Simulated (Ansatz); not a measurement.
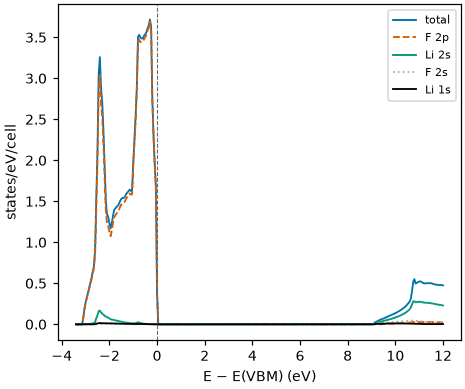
Figure: Total and projected density of states of LiF (rock salt, Fm-3m), PBEsol in the plane-wave PAW code Ansatz

Which orbitals carry the states next to the gap?

Top 1 eV of the valence band: F 2p 99 %. Bottom 1 eV of the conduction band: Li 2s 59 %, F 2s 24 %, Li 1s 10 %. Projections are on Löwdin-orthogonalised atomic valence shells; empty p or d shells of many metals are not among them.

Where is the tallest occupied peak in this window, and what makes it?

Near -0.3 eV, about 3.7 states/eV per cell; the largest projected share is F 2p.

The PBEsol relaxation kept the symmetry of its start.

Potentials: the earlier of the program's two PAW sets. The files were generated under PBE; for other functionals the program regenerates the frozen cores, and for LDA and PBEsol the local potential too.
